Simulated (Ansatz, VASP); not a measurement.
**Cross-check of TaSb2 between VASP and Ansatz**

Wanted: the spread between two codes on one cell, functional and k mesh. The cell is taken from a series of VASP runs on this material, whose earlier steps may have relaxed, scaled or displaced it; both programs get it as it stands. Valence electrons are named where the data sets of a main pair hold unlike numbers.

Main program and level: Ansatz 0.2.0; plane waves, with VASP 6.6.1 beside it; single point at PBEsol and band structure at PBEsol, spin-orbit coupling.

## 1. The structure

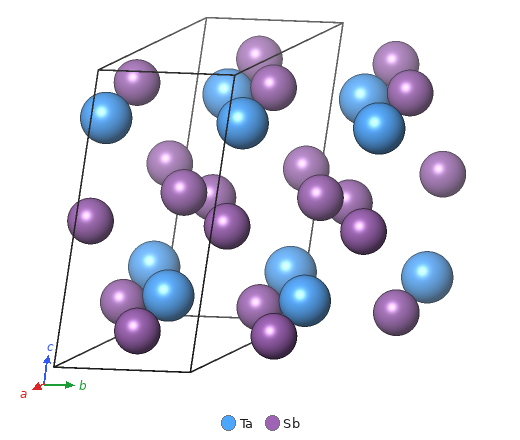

The starting structure, seen slightly off an axis (tantalum blue, antimony purple). 1×2×1 cells are drawn. This picture shows the conventional cell, with its axes. Some periodic images of atoms are drawn too.

## 2. VASP: single point, PBEsol

A single point gives forces, pressure and levels at one fixed geometry, so differences don't come from the geometry; what else differs is listed under the comparison.

Lines of VASP's logs that name or quote its potential files are left out, and so is its time.

File INCAR:

```
SYSTEM = TaSb2
PREC = Accurate
ENCUT = 400
EDIFF = 1E-06
NELM = 100
ISMEAR = -5
SIGMA = 0.05
LREAL = .FALSE.
ALGO = Normal
GGA = PS
NBANDS = 37
LASPH = .TRUE.
LORBIT = 11
LWAVE = .FALSE.
LCHARG = .FALSE.
KPAR = 4
NEDOS = 2001
```

File POSCAR:

```
TaSb2
1.0
    5.1171574945     -1.8183642879      0.0095185283
    5.1171574945      1.8183642879      0.0095185283
   -4.2154227015      0.0000000000      7.1302925838
Ta Sb
2 4
Direct
    0.8497042829      0.8497042829      0.8118814231
    0.1502957171      0.1502957171      0.1881185769
    0.1480743744      0.1480743744      0.5345757291
    0.8519256356      0.8519256356      0.4654242709
    0.4049162393      0.4049162393      0.1137224561
    0.5950837607      0.5950837607      0.8862775439
```

File KPOINTS:

```
Automatic mesh
0
Gamma
12 12 6
0 0 0
```

Potentials, in the order of the species: Ta_pv and Sb (PBE family, release 64).

Launch:

```
$ mpirun -np 4 vasp_std
```

Numbers of over 12 decimals in the logs are rounded to 6 here.

Log:

```text
[banner, memory and clock lines left out]
running    4 mpi-ranks, on    1 nodes
 distrk:  each k-point on    1 cores,    4 groups
 distr:  one band on    1 cores,    1 groups

 POSCAR found type information on POSCAR TaSb
 POSCAR found :  2 types and       6 ions
|                                                                             |
|               ----> ADVICE to this user running VASP <----                  |
|                                                                             |
|     You enforced a specific xc type in the INCAR file but a different       |
|     [... a line on the potential file left out ...]
|     I HOPE YOU KNOW WHAT YOU ARE DOING!                                     |
|                                                                             |

 LDA part: xc-table for (Slater+PW92), standard interpolation
 POSCAR, INCAR and KPOINTS ok, starting setup
 FFT: planning ... GRIDC
 FFT: planning ... GRID_SOFT
 FFT: planning ... GRID
 WAVECAR not read
 entering main loop
       N       E                     dE             d eps       ncg     rms          rms(c)
DAV:   1     0.253454452829E+03    0.25345E+03   -0.15938E+04 18924   0.819E+02
DAV:   2    -0.321701317362E+02   -0.28562E+03   -0.27465E+03 21490   0.234E+02
DAV:   3    -0.456259097216E+02   -0.13456E+02   -0.13183E+02 22061   0.499E+01
DAV:   4    -0.458211618577E+02   -0.19525E+00   -0.19477E+00 20702   0.653E+00
DAV:   5    -0.458240384365E+02   -0.28766E-02   -0.28767E-02 21131   0.894E-01    0.185E+01
DAV:   6    -0.447820502025E+02    0.10420E+01   -0.20654E+00 20253   0.738E+00    0.820E+00
DAV:   7    -0.445773634429E+02    0.20469E+00   -0.51722E-01 20391   0.308E+00    0.347E+00
DAV:   8    -0.445405032191E+02    0.36860E-01   -0.12086E-01 21241   0.167E+00    0.582E-01
DAV:   9    -0.445393095876E+02    0.11936E-02   -0.87234E-03 20532   0.400E-01    0.271E-01
DAV:  10    -0.445389994373E+02    0.31015E-03   -0.14102E-03 21309   0.179E-01    0.700E-02
DAV:  11    -0.445390031711E+02   -0.37338E-05   -0.21156E-04 20359   0.570E-02    0.330E-02
DAV:  12    -0.445390069898E+02   -0.38187E-05   -0.16073E-05 20434   0.214E-02    0.641E-03
DAV:  13    -0.445390065962E+02    0.39354E-06   -0.11536E-06 13556   0.510E-03
   1 F= -.44539007E+02 E0= -.44539007E+02  d E =0.000000E+00
|                                                                             |
|           W    W    AA    RRRRR   N    N  II  N    N   GGGG   !!!           |
|           W    W   A  A   R    R  NN   N  II  NN   N  G    G  !!!           |
|           W    W  A    A  R    R  N N  N  II  N N  N  G       !!!           |
|           W WW W  AAAAAA  RRRRR   N  N N  II  N  N N  G  GGG   !            |
|           WW  WW  A    A  R   R   N   NN  II  N   NN  G    G                |
|           W    W  A    A  R    R  N    N  II  N    N   GGGG   !!!           |
|                                                                             |
|     Tetrahedron method does not include variations of the Fermi             |
|     occupations, so forces and stress will be inaccurate. We suggest        |
|     using a different smearing scheme ISMEAR = 1 or 2 for metals in         |
|     relaxations.                                                            |
|                                                                             |
```

OUTCAR, selected parts (step 2):

```text
ion  position               nearest neighbor table
   1  0.850  0.850  0.812-   3 2.83   3 2.83   4 2.88   6 2.90   6 2.90   5 2.91   5 2.91   6 2.97
                             2 3.07
   2  0.150  0.150  0.188-   4 2.83   4 2.83   3 2.88   5 2.90   5 2.90   6 2.91   6 2.91   5 2.97
                             1 3.07
   3  0.148  0.148  0.535-   4 2.78   1 2.83   1 2.83   2 2.88   4 3.03   4 3.03   5 3.58   5 3.58
                             6 3.70   6 3.70
   4  0.852  0.852  0.465-   3 2.78   2 2.83   2 2.83   1 2.88   3 3.03   3 3.03   6 3.58   6 3.58
                             5 3.70   5 3.70
   5  0.405  0.405  0.114-   2 2.90   2 2.90   1 2.91   1 2.91   2 2.97   6 3.29   6 3.29   6 3.33
                             3 3.58   3 3.58   4 3.70   4 3.70
   6  0.595  0.595  0.886-   1 2.90   1 2.90   2 2.91   2 2.91   1 2.97   5 3.29   5 3.29   5 3.33
                             4 3.58   4 3.58   3 3.70   3 3.70

  LATTYP: Found a base centered monoclinic cell.
 ALAT       =    10.2343326946
 B/A-ratio  =     0.3553459404
 C/A-ratio  =     0.8093509923
 COS(beta)  =    -0.5073122474

 Subroutine GETGRP returns: Found  4 space group operations
 (whereof  4 operations were pure point group operations)

The static configuration has the point symmetry C_2h.

 Found    242 irreducible k-points:

   k-points           NKPTS =    242   k-points in BZ     NKDIM =    242   number of bands    NBANDS=     37

   dimension x,y,z NGX =    36 NGY =   36 NGZ =   54
   dimension x,y,z NGXF=    72 NGYF=   72 NGZF=  108

   ENCUT  =  400.0 eV  29.40 Ry    5.42 a.u.   8.86  8.86 13.51*2*pi/ulx,y,z

   NELECT =      42.0000    total number of electrons

 k-points in reciprocal lattice and weights: Automatic mesh
   0.00000000  0.00000000  0.00000000       0.001
   0.08333333  0.00000000  0.00000000       0.005
   0.16666667  0.00000000  0.00000000       0.005
   0.25000000  0.00000000  0.00000000       0.005
   0.33333333  0.00000000  0.00000000       0.005
   0.41666667 -0.00000000  0.00000000       0.005
   0.50000000  0.00000000  0.00000000       0.002
   0.08333333  0.08333333  0.00000000       0.002
   0.16666667  0.08333333  0.00000000       0.005
[...]
-0.41666667  0.41666667  0.50000000       0.002
   0.50000000  0.50000000  0.50000000       0.001

 average (electrostatic) potential at core
       1 -34.1441       2 -34.1441       3 -83.8248       4 -83.8248       5 -83.6505
       6 -83.6505

 E-fermi :   8.5893

 k-point     1 :       0.0000    0.0000    0.0000
  band No.  band energies     occupation
    ...
     17       6.8352      2.00000
     18       6.9626      2.00000
     19       7.5671      2.00000
     20       7.6964      2.00000
     21       8.0352      2.00000
     22       9.2203      0.00000
     23      10.0218      0.00000
     24      10.8084      0.00000
     25      10.8654      0.00000
     26      11.3546      0.00000
    ...

 k-point     2 :       0.0833    0.0000    0.0000
  band No.  band energies     occupation
    ...
     17       6.7651      2.00000
     18       6.9712      2.00000
     19       7.2912      2.00000
     20       7.5067      2.00000
     21       8.0405      2.00000
     22       9.3558      0.00000
     23      10.2402      0.00000
     24      10.4281      0.00000
     25      10.7538      0.00000
     26      11.1498      0.00000
    ...

 k-point     3 :       0.1667    0.0000    0.0000
  band No.  band energies     occupation
    ...
     17       6.5628      2.00000
     18       6.6985      2.00000
     19       7.0316      2.00000
     20       7.3918      2.00000
     21       7.9257      2.00000
     22       9.5917      0.00000
     23       9.7057      0.00000
     24      10.5092      0.00000
     25      10.6676      0.00000
     26      10.9650      0.00000
    ...

  Total       -0.0702807      0.0106770      0.1361436      0.0000000      0.0000000      0.0569842
  in kB       -0.8476607      0.1287766      1.6420392      0.0000000      0.0000000      0.6872907
  external PRESSURE =       0.3077184 kB  Pullay stress =       0.0000000 kB

  energy-cutoff  :      400.00
  volume of cell :      132.84
      direct lattice vectors                 reciprocal lattice vectors
     5.117157494 -1.818364288  0.009518528     0.097603162 -0.274972404  0.057702904
     5.117157494  1.818364288  0.009518528     0.097603162  0.274972404  0.057702904
    -4.215422701  0.000000000  7.130292584    -0.000260589  0.000000000  0.140092639

 POSITION                                       TOTAL-FORCE (eV/Angst)
 -----------------------------------------------------------------------------------
      5.27372      0.00000      5.80513        -0.027945      0.000000     -0.013561
      0.74517      0.00000      1.34420         0.027945      0.000000      0.013561
     -0.73802      0.00000      3.81450        -0.001494      0.000000      0.008842
      6.75692      0.00000      3.33483         0.001494      0.000000     -0.008842
      3.66465      0.00000      0.81858         0.022563      0.000000      0.006787
      2.35424      0.00000      6.33075        -0.022563      0.000000     -0.006787
 -----------------------------------------------------------------------------------
    total drift:                               -0.000014      0.000000      0.000000

  FREE ENERGIE OF THE ION-ELECTRON SYSTEM (eV)
  ---------------------------------------------------
  free  energy   TOTEN  =       -44.5390065962 eV

  energy  without entropy=      -44.5390065962  energy(sigma->0) =      -44.53900660

 total charge
# of ion       s       p       d       tot
------------------------------------------
    1        0.282   6.135   2.405   8.822
    2        0.282   6.135   2.405   8.822
    3        1.143   1.299   0.062   2.504
    4        1.143   1.299   0.062   2.504
    5        1.128   1.305   0.056   2.489
    6        1.128   1.305   0.056   2.489
--------------------------------------------------
tot          5.105  17.478   5.047  27.629

[... 3 further parts left out ...]
```

The PAW data sets were made with PBE, which is usual practice but a small mismatch for other functionals. With tetrahedra the forces and stress of a metal are not exact derivatives of the energy.

## 3. Ansatz: single point, PBEsol

Ansatz runs on its default PAW (the set named soft_2) files.

The same cell, functional, mesh and smearing now go to Ansatz, which takes its cutoff from its data sets.

File input.yaml:

```yaml
crystal:
  lattice:
    - [5.1171574945, -1.8183642879, 0.0095185283]
    - [5.1171574945, 1.8183642879, 0.0095185283]
    - [-4.2154227015, 0.0, 7.1302925838]
  atoms:
    - { symbol: Ta, position: [0.8497042829, 0.8497042829, 0.8118814231] }
    - { symbol: Ta, position: [0.1502957171, 0.1502957171, 0.1881185769] }
    - { symbol: Sb, position: [0.1480743744, 0.1480743744, 0.5345757291] }
    - { symbol: Sb, position: [0.8519256356, 0.8519256356, 0.4654242709] }
    - { symbol: Sb, position: [0.4049162393, 0.4049162393, 0.1137224561] }
    - { symbol: Sb, position: [0.5950837607, 0.5950837607, 0.8862775439] }
hamiltonian:
  xc: pbesol
  pseudopotentials: { kind: paw }
kpoints:
  mp_grid: { grid: [12, 12, 6] }
scf:
  occupations: { method: tetrahedron }
output:
  forces: true
  stress: true
```

Launch:

```
$ ansatz run input.yaml --threads 4 --pin off --max-ram 9216MiB --backend cpu --events-out ev --progress --plain --runs-dir out
```

Log:

```text
Warning: output.forces, output.stress, relax.cell or npt_langevin: where a Kohn–Sham band that disperses or a degenerate level is filled in part under the method tetrahedron, the forces or the stress that this run publishes need not agree with its energy (scf.occupations.method in the input reference, under Limitations); prefer a smearing scheme for the forces or the stress
Engine: ansatz 0.2.0, aarch64-unknown-linux-gnu
Pseudopotentials: kind: paw
Pseudopotential: Ta, paw, valence charge 13, recommended cutoff 420 eV (normal), Ta.paw.azcp
Pseudopotential: Sb, paw, valence charge 15, recommended cutoff 420 eV (normal), Sb.paw.azcp
Functional definition: PBEsol
  exchange = pbesol_x
  correlation = pbesol_c
Crystal: 6 atoms, lattice volume = 132.839 Å³
Basis set: ecut = 420 eV, 2569 PW (Γ), exchange–correlation on 80×80×120 points (8 copies of the dense FFT grid, shifted against one another)
Bands: 52, of which v1, the nominal top of the filled ones, is band 43 counted from 1 (42 counted from 0)
Symmetry: 4 space group operations
Space group: C2/m (ITA 12), of the structure as read, at distance tolerance 5.1e-5 Å
k-points: 242 of 864
Non-local potential: Ta, projectors of the file, l = 0: 3, l = 1: 2, l = 2: 2, l = 3: 1
Non-local potential: Sb, projectors of the file, l = 0: 2, l = 1: 2, l = 2: 2, l = 3: 2
PAW form: soft (Blöchl's): semilocal exchange-correlation on the pseudo side does not see the compensation charge
PAW frozen core: Ta, regenerated for the run's functional, and the local potential with it (the file was generated under x = pbe(κ = 0.804, μ = 0.219515), c = pbe(β = 0.066725))
PAW frozen core: Sb, regenerated for the run's functional, and the local potential with it (the file was generated under x = pbe(κ = 0.804, μ = 0.219515), c = pbe(β = 0.066725))
PAW one-centre angular grid: Ta, 590 points (default); XC on 64 Gauss nodes
PAW one-centre angular grid: Sb, 590 points (default); XC on 64 Gauss nodes
Initial density: superposition of atomic densities (neutral atoms: chi_scale 0, normalization atom), corrected by the library's trained network
Initial wavefunctions: pseudopotential atomic-orbital guess
Functional: x = pbesol(κ = 0.804, μ = 0.123457), c = pbesol(β = 0.046)
SCF iter   1: F=—  HF=-45246.552685 eV  |F-HF|=—  |Δ(HF+E_count)|=         —  Δρ=5.11e-3  dr2=2.33e-2  ethr=1.77e-3  ⟨swp⟩=6.6  Hψ=54230  notcnv=0  defer=1
preconditioner: auto → Kerker (q_TF=auto, 2.538 Å⁻¹)  [metal: no gap  n_scr=38 (ndim 8)  ℏωp=17.6 eV  f_vac=0.000]
SCF iter   2: F=—  HF=-45246.549425 eV  |F-HF|=—  |Δ(HF+E_count)|=   3.26e-3  Δρ=2.72e-3  dr2=6.45e-3  ethr=2.71e-5  ⟨swp⟩=3.2  Hψ=25594  notcnv=0  defer=718
SCF iter   3: F=—  HF=-45246.548903 eV  |F-HF|=—  |Δ(HF+E_count)|=   5.22e-4  Δρ=4.98e-4  dr2=4.26e-4  ethr=7.50e-6  ⟨swp⟩=3.1  Hψ=22158  notcnv=0  defer=718
SCF iter   4: F=—  HF=-45246.548837 eV  |F-HF|=—  |Δ(HF+E_count)|=   6.62e-5  Δρ=1.04e-4  dr2=3.19e-5  ethr=4.95e-7  ⟨swp⟩=2.9  Hψ=17544  notcnv=0  defer=718
SCF iter   5: F=—  HF=-45246.548914 eV  |F-HF|=—  |Δ(HF+E_count)|=   7.70e-5  Δρ=4.74e-5  dr2=6.60e-6  ethr=3.71e-8  ⟨swp⟩=2.7  Hψ=17256  notcnv=0  defer=718
SCF iter   6: F=—  HF=-45246.548913 eV  |F-HF|=—  |Δ(HF+E_count)|=   7.09e-7  Δρ=1.26e-5  dr2=4.91e-7  ethr=7.68e-9  ⟨swp⟩=2.0  Hψ=16718  notcnv=0  defer=718
SCF iter   7: F=-45246.548914 eV  HF=-45246.548914 eV  |F-HF|=2.18e-8  |Δ(HF+E_count)|=   2.75e-7  Δρ=3.32e-6  dr2=3.53e-8  ethr=1.16e-10  ⟨swp⟩=7.7  Hψ=47558  notcnv=0
SCF 1 converged in 7 iterations: F = -45246.548914 eV  dr2 = 3.53e-8
  greatest PAW one-centre occupation: 1.000 electrons in one spin orbital (limit 2), on the Ta atom at site 1 (counted from 0), in its partial waves of l = 0
SCF converged after 7 iterations
Stability not checked: this state was not tested for a lower state beside it, because cold or Methfessel-Paxton smearing, or corrected tetrahedra, fill the levels in a way that the test cannot read (fill_not_monotonic; see scf.lower_state_search)
Free energy (F): -45246.548914 eV
Harris-Foulkes:  -45246.548914 eV  (|F-HF|=2.18e-8)
Internal energy: -45246.548914 eV  (E = F + TS)
E sigma→0 (E₀):  -45246.548914 eV
Fermi energy:    14.690532 eV
--- Per-component energies (eV) ---
  E_band       = -718.751207
  E_kinetic    = 1571.027033
  E_local      = -6785.953741  (includes V_loc(G=0)·N_el)
  E_nonlocal   = 1497.020385
  E_hartree    = 3009.457295
  E_xc         = -987.897478
  E_vxc        = -799.747858  (∫ρ·V_xc dr)
  E_paw        = -34551.231618  (= ΣΔE_a)
  E_vpaw       = -2220.014551  (= ΣTr[D̂ρ^β])
  E_aug_tail   = 0.000280  (compensation charges beyond the density's cutoff)
  E_ewald      = -9000.725791
  E_core_change = 1.754721  (= ΣΔE_core)
  E_smearing   = -0.000000  (= −TS)
  E_closure    = 0.000000  (closes the sum)
  Σ components = -45246.548914   (vs F -45246.548914, Δ=0.00e0)
--- Forces (eV/Å), atoms counted from 1 ---
  atom   1  Ta    -0.02681029    -0.00000000    -0.01295314
  atom   2  Ta     0.02681029     0.00000000     0.01295314
  atom   3  Sb    -0.00921014    -0.00000000    -0.00015330
  atom   4  Sb     0.00921014     0.00000000     0.00015330
  atom   5  Sb     0.03419184     0.00000000    -0.00598182
  atom   6  Sb    -0.03419184    -0.00000000     0.00598182
  max |Σ_I F_I| component: 6.94e-18 eV/Å
--- Stress (GPa, compression-positive) ---
       -0.360188      -0.000000       0.074899
       -0.000000      -0.118718      -0.000000
        0.074899      -0.000000       0.030619
  P = ⅓ Tr σ = -0.1494 GPa (-1.494 kbar)
--- Band table (eV; the first three rows and the last of 242) ---
  k-point 0: bands = [... 39 lower, 13.0685, 13.6667, 13.7962, 14.1372, 15.3277, 16.1130, 16.9013, 16.9645, ... 5 higher]
  k-point 1: bands = [... 39 lower, 13.1156, 13.5555, 13.7766, 14.0814, 15.4447, 16.1805, 16.5756, 16.9247, ... 5 higher]
  k-point 2: bands = [... 39 lower, 13.0678, 13.5282, 13.7751, 14.0421, 15.3121, 16.3451, 16.3521, 16.7950, ... 5 higher]
  k-point 241: bands = [... 39 lower, 13.5644, 14.1152, 14.1256, 14.7337, 15.0502, 15.6458, 16.2491, 16.3352, ... 5 higher]
```

Elapsed: 21 s, on 4 threads of Arm Neoverse V1, shared host; peak memory 1.3 GiB.

The run ends at a pressure of -0.15 GPa, with forces up to 0.035 eV/Å.

## 4. Side by side

Known differences besides the potentials themselves: the data sets hold 86 valence electrons in Ansatz (on its default PAW (the set named soft_2) files) and 42 in VASP; the cutoff is 420 eV in Ansatz and 400 eV in VASP; Ansatz makes its cores anew for this functional, VASP keeps those of its PBE data sets. Total energies have different zeros and are not compared.

Both answers:

```tsv
quantity	Ansatz	VASP	difference
pressure (GPa)	-0.15	0.03	-0.18
pressure without Ansatz's Pulay correction (GPa)	-0.20	0.03	-0.23
```

At this near-relaxed geometry the largest component of a force difference is 13 meV/Å. Ansatz's pressure holds a Pulay correction of 0.05 GPa; VASP's holds none.

[end of part 1 of 2]

[Lines on the potential files, build, host, timing and source positions are cut from VASP's logs without a mark.]

[Logs are printed without paths, hosts, clocks, repeated set-up lines and the standing remarks that a program may print on its own settings, such as how far it seeks lower states.]

[Hosts, paths, dates, database ids (printed as entryN), source tags and the programs' standing remarks are cut or masked in the printed files.]
